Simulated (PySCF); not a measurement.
## Electronic structure of C₃H₁₂AsNSi (SMILES CN(C)C[SiH2][AsH2]) in real space

```yaml
atoms:
  - { symbol: C, position_ang: [-0.6125, 1.4835, -0.1331] }
  - { symbol: N, position_ang: [-0.6555, 0.0618, -0.4075] }
  - { symbol: C, position_ang: [-1.9644, -0.3139, -0.9092] }
  - { symbol: C, position_ang: [-0.2814, -0.6993, 0.7822] }
  - { symbol: Si, position_ang: [1.6320, -0.7475, 0.8320] }
  - { symbol: As, position_ang: [2.0218, -0.5641, -1.4421] }
  - { symbol: H, position_ang: [-1.3504, 1.7821, 0.6277] }
  - { symbol: H, position_ang: [-0.8133, 2.0356, -1.0513] }
  - { symbol: H, position_ang: [0.3802, 1.7550, 0.2259] }
  - { symbol: H, position_ang: [-1.9586, -1.3711, -1.1704] }
  - { symbol: H, position_ang: [-2.1834, 0.2612, -1.8084] }
  - { symbol: H, position_ang: [-2.7622, -0.1344, -0.1726] }
  - { symbol: H, position_ang: [-0.7579, -0.2990, 1.6866] }
  - { symbol: H, position_ang: [-0.6447, -1.7211, 0.6586] }
  - { symbol: H, position_ang: [2.0581, -2.0092, 1.4611] }
  - { symbol: H, position_ang: [2.1409, 0.3056, 1.7324] }
  - { symbol: H, position_ang: [2.2256, 0.9173, -1.3825] }
  - { symbol: H, position_ang: [3.5170, -0.7361, -1.3143] }
```

Geometry: GFN2-xTB.

Method: CAM-B3LYP/def2-SVPD, SCF density, gas phase in PySCF 2.14.0.

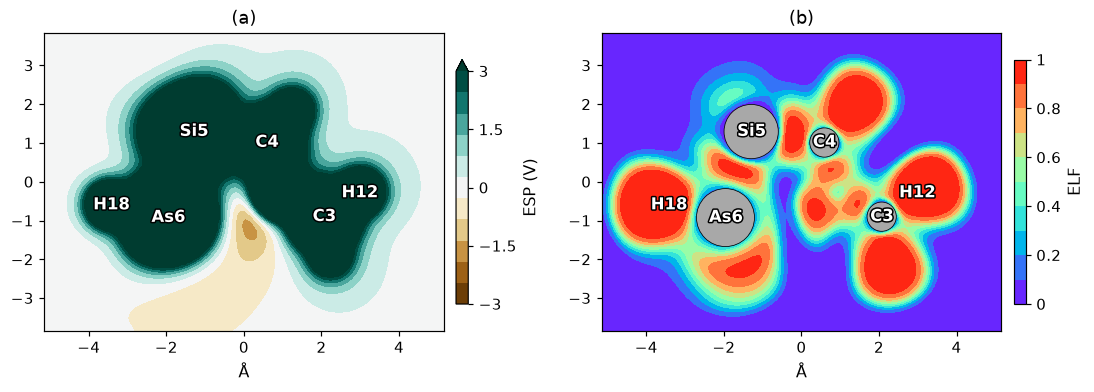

Figure 1. (a) molecular electrostatic potential; (b) ELF on the plane of atoms Si5, As6 and H18. Grey discs cover the atomic cores in the ELF map.

Q: What do the fields say about this system?

A: The plane passes through C, Si, As and H nuclei.
C–Si (1.91 Å): the ELF peaks at about 1 between the atoms (localised, covalent bonding).
Si–As (2.31 Å): the ELF peaks at about 0.95 between the atoms, as expected for a shared electron pair.
C–H (1.10 Å): the ELF climbs to about 1 towards the hydrogen, as it does in any bond to H (an ordinary covalent bond to hydrogen).
As–H (1.51 Å): the ELF climbs to about 1 towards the hydrogen.
The ELF also peaks beside As6, away from the bonds: lone-pair regions.
Outside the dense part of the molecule the potential is most negative (−1.6 V) near N2, which lies off the plane.

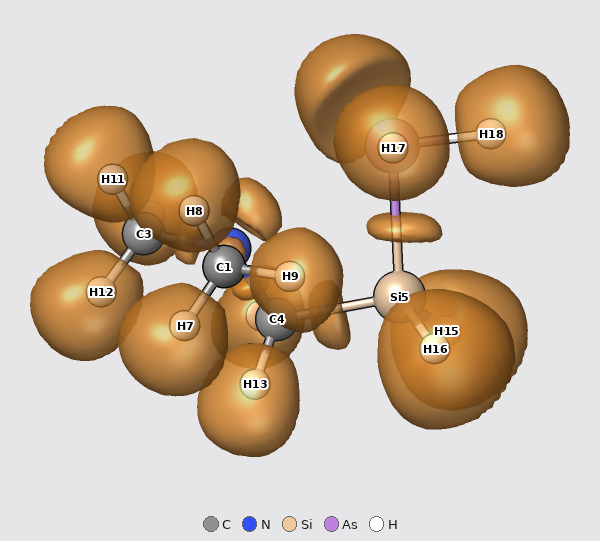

Figure 2. Isosurface of the electron localisation function at 0.85 (orange), seen at an oblique angle. Core shells and regions of very low density are left out.

Q: Describe the localisation domains.

A: The ELF exceeds this value in one region between bonded As–Si atoms (shared pairs), three regions between bonded C–N atoms (shared pairs), one region between bonded C–Si atoms (shared pairs), twelve regions around hydrogen nuclei, one lobe on As, pointing away from the bonds (lone pairs) and one lobe on N, pointing away from the bonds (lone pairs).


C–N (1.45 Å): the ELF peaks at about 0.95 between the atoms: a shared electron pair.

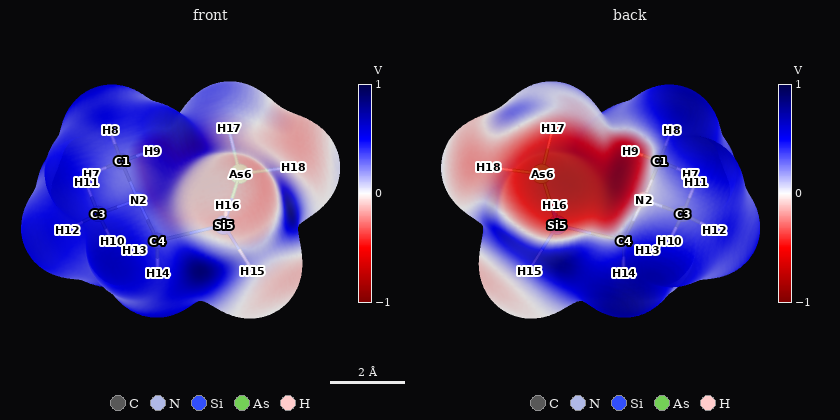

Figure 3. The molecular electrostatic potential painted on the density surface at 0.002 e/bohr³, seen from the front and from behind; red is negative and blue positive.

Q: Which sites attract a positive test charge, and which a negative one?

A: A positive charge is drawn to the negative regions and a negative charge to the positive ones. The most negative region (about −0.8 V) lies over N2 and As6, the most positive (about +0.8 V) over Si5 and H14.

Q: How polar is the molecule by this calculation?

A: Its dipole moment is 1.66 D.
